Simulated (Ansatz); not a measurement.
A series of calculations on BNH₄F₂

### Relaxation

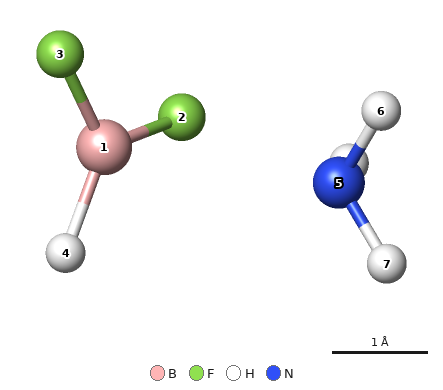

This is the input geometry for a relaxation of BNH₄F₂. Style: ball-and-stick. Shown at a tilt.

The run prepares an end point of a later path (reaction) calculation, from a guessed geometry.

All numbers below come from Ansatz, RKS BHLYP-D4/def2-SVP.

Input file:
```yaml
crystal:
  periodic: [false, false, false]
  atoms:
    - { symbol: B, position_ang: [0.034221, -0.421751, -0.076746] }
    - { symbol: F, position_ang: [-0.218135, -0.552293, 1.211361] }
    - { symbol: F, position_ang: [1.272929, -0.57932, -0.464137] }
    - { symbol: H, position_ang: [-0.852471, -0.304905, -0.864613] }
    - { symbol: "N", position_ang: [0.086399, 2.165272, 0.817243] }
    - { symbol: H, position_ang: [0.959781, 2.579745, 1.11471] }
    - { symbol: H, position_ang: [-0.594181, 2.906157, 0.715834] }
    - { symbol: H, position_ang: [-0.228942, 1.545595, 1.579248] }
basis:
  gaussian: { orbitals: def2-SVP }
hamiltonian:
  xc: { name: BHLYP }
  dispersion: d4
relax:
  f_tol: 0.03
  max_steps: 50
```

Launched with:
```bash
ansatz run input.yaml --threads 1 --pin off --max-ram 2048MiB --backend cpu --events-out ev --progress --plain --runs-dir out
```

Question: What does the optimiser find from here?

Answer: After 15 accepted moves (18 points after the start) the energy has fallen by 67.0 kJ/mol. The largest force component goes from 0.83 to 0.0072 eV/Å. The line search rejected the trial steps at points 1, 7, 10 of the run. The forces were under the threshold at step 14, but the run went on from there. The atom that moves furthest after the best rigid fit is H7 (1.01 Å). Largest moves by element: H 1.01 Å, F 0.74 Å, B 0.61 Å, N 0.49 Å. Near-neighbour distances that change, for instance: B1–N5 2.738 → 1.675 Å, B1–F3 1.307 → 1.368 Å, B1–F2 1.319 → 1.368 Å, B1–H4 1.192 → 1.215 Å. New bonds form, among them: B1–N5 (2.74 → 1.67 Å). Bond angles that change, for instance: F2–B1–H4 120.9° → 115.4°, F2–B1–F3 117.3° → 113.3°.

The structure at the end:

```xyz
8

B     0.0485    0.1282    0.1765
F     0.1853   -0.6383    1.3014
F     1.1694    0.1431   -0.6076
H    -1.0029   -0.0015   -0.4186
N     0.0132    1.6842    0.7952
H     0.8733    1.8512    1.3080
H    -0.0578    2.3675    0.0505
H    -0.7694    1.8040    1.4275
```

After the run, drawn alike:

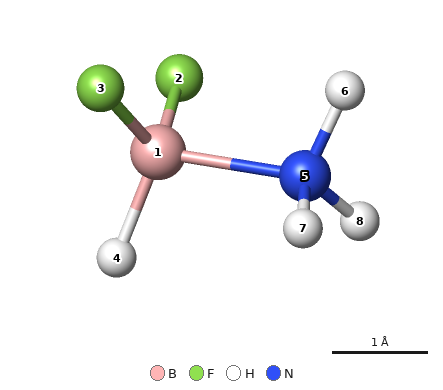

### Relaxation

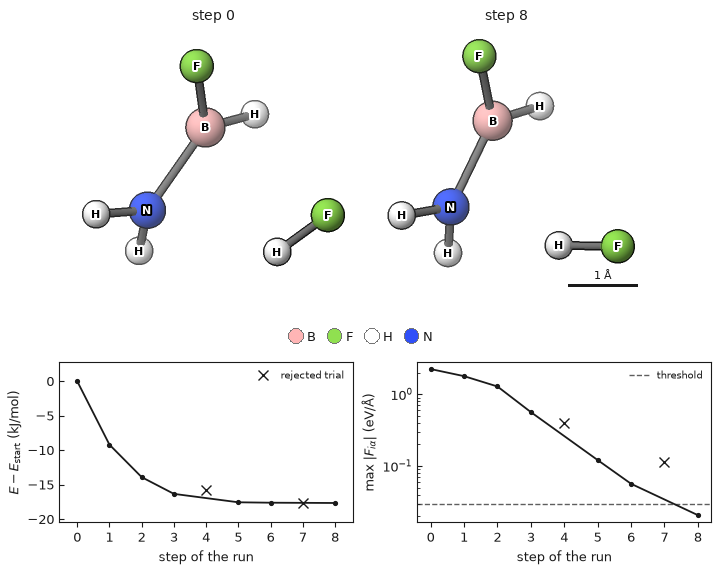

First and last geometry of a relaxation of BNH₄F₂, with the history of the run. The picture is a ball-and-stick view, seen at a tilt.

The run prepares an end point of a later path (reaction) calculation, from a guessed geometry.

Method: RKS BHLYP-D4/def2-SVP in Ansatz.

Input file:
```yaml
crystal:
  periodic: [false, false, false]
  atoms:
    - { symbol: B, position_ang: [0.095533, 0.530104, -0.244845] }
    - { symbol: F, position_ang: [-0.275224, -0.388751, 2.078726] }
    - { symbol: F, position_ang: [1.235411, -0.114889, -0.387848] }
    - { symbol: H, position_ang: [-0.927973, 0.068045, -0.644396] }
    - { symbol: "N", position_ang: [0.141428, 1.878397, 0.348477] }
    - { symbol: H, position_ang: [1.024385, 2.338528, 0.494233] }
    - { symbol: H, position_ang: [-0.641914, 2.501667, 0.270662] }
    - { symbol: H, position_ang: [-0.192046, 0.5254, 2.117891] }
basis:
  gaussian: { orbitals: def2-SVP }
hamiltonian:
  xc: { name: BHLYP }
  dispersion: d4
relax:
  f_tol: 0.03
  max_steps: 50
```

Command:
```bash
ansatz run input.yaml --threads 1 --pin off --max-ram 2048MiB --backend cpu --events-out ev --progress --plain --runs-dir out
```

> What do the curves and the structures tell?

It converged. The largest move after the best rigid fit is that of F2, 0.47 Å. By element the largest moves are F 0.47 Å, H 0.26 Å, N 0.17 Å, B 0.14 Å. Near-neighbour distances that change, for instance: B1–N5 1.474 → 1.406 Å, F2–H8 0.919 → 0.925 Å. Over 6 accepted moves (8 points after the start) the energy falls by 17.6 kJ/mol. The largest force component goes from 2.2 to 0.021 eV/Å. The line search rejected the trial steps at points 4, 7 of the run.

Limits of the set-up: the start holds two separate molecules, 2.3 Å apart at their closest, whose relative position is a soft coordinate.

### Path

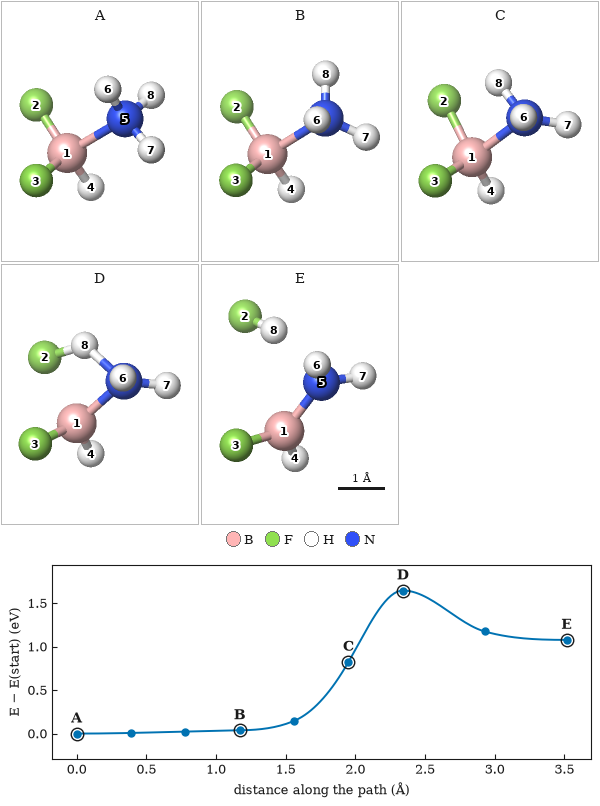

A nudged-elastic-band calculation for BNH₄F₂. Images are numbered from 0 (start) to 8 (end). Frames A to E are images 0, 3, 5, 6, 8. The picture is a ball-and-stick view, seen from a free direction.

All numbers below come from Ansatz 0.2.0, RKS BHLYP-D4/def2-SVP. Set-up: 7 movable images; climbing image; force threshold 0.05 eV/Å; iteration limit 60; starting path through a guess of the saddle point.

### Describe the mechanism and the energy profile.

Forward barrier 1.65 eV, backward barrier 0.57 eV, with image 6 at the top; the reaction energy is +1.08 eV. Breaking: B1–F2 (1.37 → 1.75 at the top → 2.94 Å), N5–H8 (1.01 → 1.36 at the top → 1.88 Å). Forming: F2–H8 (2.63 → 1.08 at the top → 0.93 Å). The band is converged. At the top, the vibrational analysis gives one imaginary mode (1017i cm⁻¹), as a transition state must have.

The run took 5 min on 1 thread of Arm Neoverse V1 (shared host), peak memory 0.14 GiB.
